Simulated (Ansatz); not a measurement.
**SiH₄Se: trial inputs and their diagnosis**

Aim: try 3 inputs for SiH₄Se as typed, read how each ends, and find what has to change.

Computed with Ansatz 0.2.0, Gaussian basis. Level: the settings change from run to run.

### 1 The geometry

The structure was relaxed beforehand with PBE0-D4 in a triple-zeta def2 set.

SMILES `[SiH3][SeH]`, 6 atoms, charge 0, spin multiplicity 1.

Atoms are counted from 1 here; the program's logs count them from 0.

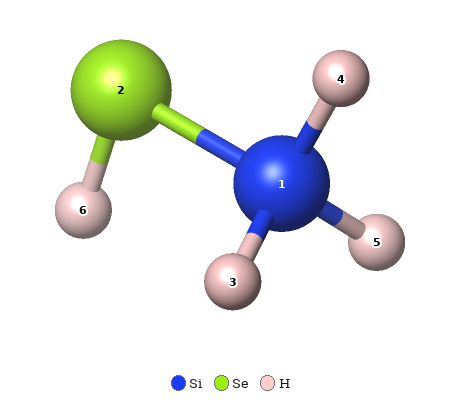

The geometry (silicon blue, selenium green, hydrogen pink); atoms are numbered from 1 in the order of the file.

### 2 Try 1

File in.yaml:

```yaml
crystal:
  periodic: [false, false, false]
  atoms:
    - {symbol: Si, position_ang: [-0.244731, -0.234541, -0.474580]}
    - {symbol: Se, position_ang: [0.898727, -0.252130, 1.496856]}
    - {symbol: H, position_ang: [-1.605513, 0.334245, -0.308735]}
    - {symbol: Xx, position_ang: [-0.336923, -1.659639, -0.873449]}
    - {symbol: H, position_ang: [0.479938, 0.537757, -1.514304]}
    - {symbol: H, position_ang: [0.850603, 1.210309, 1.627912]}
basis:
  gaussian: {orbitals: STO-3G}
magnetization: {spin_polarized: true, initial_magnetization: 2}
hamiltonian: {xc: {name: revPBE0}, dispersion: d3bjatm}
scf: {lower_state_search: full}
```

Started as:

```
$ ansatz run in.yaml --threads 2 --pin off --events-out ev --progress --plain --max-ram 32768MiB --backend cpu
```

The program printed:

```text
Error: YAML parse error: error: line 7 column 16: `Xx` is not an element symbol (H … Og, case-exact)
 --> <input>:7:16
  |
5 |     - {symbol: Se, position_ang: [0.898727, -0.252130, 1.496856]}
6 |     - {symbol: H, position_ang: [-1.605513, 0.334245, -0.308735]}
7 |     - {symbol: Xx, position_ang: [-0.336923, -1.659639, -0.873449]}
  |                ^ `Xx` is not an element symbol (H … Og, case-exact)
8 |     - {symbol: H, position_ang: [0.479938, 0.537757, -1.514304]}
9 |     - {symbol: H, position_ang: [0.850603, 1.210309, 1.627912]}
  |
```

Wall time 0.06 s (2 threads, shared host).

Diagnosis: The program refused the input. An element symbol is wrong. It also asks for charge 0 and multiplicity 3, another species or state than the molecule above. Cure: correct the symbol, and set charge and spin to those of the species named.

### 3 Try 2

File in.yaml:

```yaml
crystal:
  periodic: [false, false, false]
  atoms:
    - {symbol: Si, position_ang: [-0.462475, -0.443219, -0.896826]}
    - {symbol: Se, position_ang: [1.698348, -0.476456, 2.828648]}
    - {symbol: H, position_ang: [-3.033981, 0.631631, -0.583425]}
    - {symbol: H, position_ang: [-0.636693, -3.136265, -1.650581]}
    - {symbol: H, position_ang: [0.906952, 1.016214, -2.861621]}
    - {symbol: H, position_ang: [1.607407, 2.287153, 3.076310]}
basis:
  gaussian: {orbitals: def2-TZVPP, nuclear_model: gaussian}
hamiltonian: {xc: {name: wB97X-V}}
accuracy: high
output: {forces: true}
```

Same command.

The program printed (excerpt; [...] marks lines left out):

```text
Functional definition: wB97X-V
  name "wB97X-V"
  cite "Mardirossian & Head-Gordon, Phys. Chem. Chem. Phys. 16, 9904 (2014) doi:10.1039/C3CP54374A"
  cite "Becke, J. Chem. Phys. 107, 8554 (1997) doi:10.1063/1.475007"
  cite "Vydrov & Van Voorhis, J. Chem. Phys. 133, 244103 (2010) doi:10.1063/1.3521275"
[...]
      + integral(e_c_pw_opposite_spin*poly(b97_u_opposite, cos0, cos1)) + vv10(b, c)
1991 factors; integrals over basis functions are off by at most 1.4e-8 eV
474 factors; integrals over basis functions are off by at most 2.5e-9 eV
[...]
mean field -73266.11162776 eV, -2692.4799407659 hartree, gradient 9.6e-8 eV, S^2 0.000000; 2 other end points of the search recorded, 0 dependent functions left out
[...]
reference -73266.11162753 eV, -2692.4799407577 hartree; 26, 26 occupied and 120, 120 virtual orbitals, 1991 factors
Total energy: -73266.11162753 eV, -2692.4799407577 hartree
Atom 0 at    -0.462475    -0.443219    -0.896826 Å, force    -0.585477    -0.122820    -1.033637 eV/Å
Atom 1 at     1.698348    -0.476456     2.828648 Å, force    -0.592696     2.673228    -0.631416 eV/Å
Atom 2 at    -3.033981     0.631631    -0.583425 Å, force     2.014255    -0.836492    -0.223362 eV/Å
Atom 3 at    -0.636693    -3.136265    -1.650581 Å, force     0.140766     2.092987     0.594865 eV/Å
Atom 4 at     0.906952     1.016214    -2.861621 Å, force    -1.054562    -1.136144     1.550424 eV/Å
Atom 5 at     1.607407     2.287153     3.076310 Å, force     0.077714    -2.670760    -0.256874 eV/Å
Dipole moment:    -0.145088    -0.023898    -0.253465 e Å
```

Wall time 49 s (2 threads, shared host); peak memory 0.66 GiB.

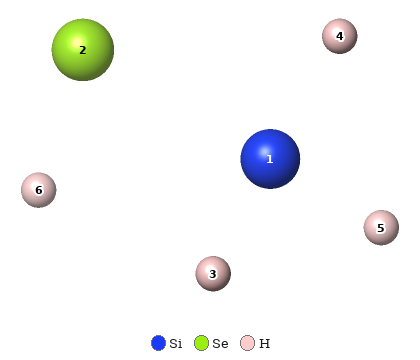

The geometry of this input.

What is wrong: It ended without an error, which proves nothing about the input. The coordinates are in bohr but typed as ångström. The shortest distance is 2.78 Å (Se2–H6), against 1.47 Å in the relaxed molecule. Its energy is no property of the relaxed molecule. Cure: take the coordinates from the file in ångström.

### 4 Try 3

File in.yaml:

```yaml
crystal:
  periodic: [false, false, false]
  atoms:
    - {symbol: Si, position_ang: [-0.244731, -0.234541, -0.474580]}
    - {symbol: Se, position_ang: [0.898727, -0.252130, 1.496856]}
    - {symbol: H, position_ang: [-1.605513, 0.334245, -0.308735]}
    - {symbol: H, position_ang: [-0.336923, -1.659639, -0.873449]}
    - {symbol: H, position_ang: [0.479938, 0.537757, -1.514304]}
    - {symbol: H, position_ang: [0.850603, 1.210309, 1.627912]}
basis:
  gaussian: {orbitals: def2-mTZVP}
hamiltonian: {xc: {name: M06-2X}}
```

The command is unchanged.

The program printed:

```text
Error: YAML parse error: error: line 12 column 19: hamiltonian.xc: no functional is named "M06-2X"; the names, which are not case-sensitive, are SVWN5, SPW92, PBE, PBE0, PBEsol, revPBE, revPBE0, RPBE, rPW86-PBE, HSE06, wPBEh, LC-wPBE, HISS, HF, BLYP, B3LYP, B3LYP5, BHLYP, CAM-B3LYP, r2SCAN, r2SCANh, r2SCAN0, r2SCAN50, m-r2SCAN, B97, wB97, wB97X, wB97X-V, B97M-V, wB97M-V, B2PLYP, B2GP-PLYP, PBE0-DH, PBE-QIDH
  --> <input>:12:19
   |
10 | basis:
11 |   gaussian: {orbitals: def2-mTZVP}
12 | hamiltonian: {xc: {name: M06-2X}}
   |                   ^ hamiltonian.xc: no functional is named "M06-2X"; the names, which are not case-sensitive, are SVWN5, SPW92, PBE, PBE0, PBEsol, revPBE, revPBE0, RPBE, rPW86-PBE, HSE06, wPBEh, LC-wPBE, HISS, HF, BLYP, B3LYP, B3LYP5, BHLYP, CAM-B3LYP, r2SCAN, r2SCANh, r2SCAN0, r2SCAN50, m-r2SCAN, B97, wB97, wB97X, wB97X-V, B97M-V, wB97M-V, B2PLYP, B2GP-PLYP, PBE0-DH, PBE-QIDH
```

Wall time 0.05 s (2 threads, shared host).

**Diagnosis.** Refused before any calculation. The method's name isn't one that the program takes here. To mend it, name a functional that the program knows.

### 5 Summary

```
try               level      ended                                                    cause    time
  1      revPBE0/STO-3G    refused                               an element symbol is wrong  0.06 s
  2  wB97X-V/def2-TZVPP  converged        the coordinates are in bohr but typed as ångström    49 s
  3   M06-2X/def2-mTZVP    refused  the method's name isn't one that the program takes here  0.05 s
```

**Reading.** 2 refused, 1 converged. A refusal costs next to no computing time. The dangerous case is the input that converges on a wrong geometry, charge, spin, basis or grid: often only a look at the input shows it.
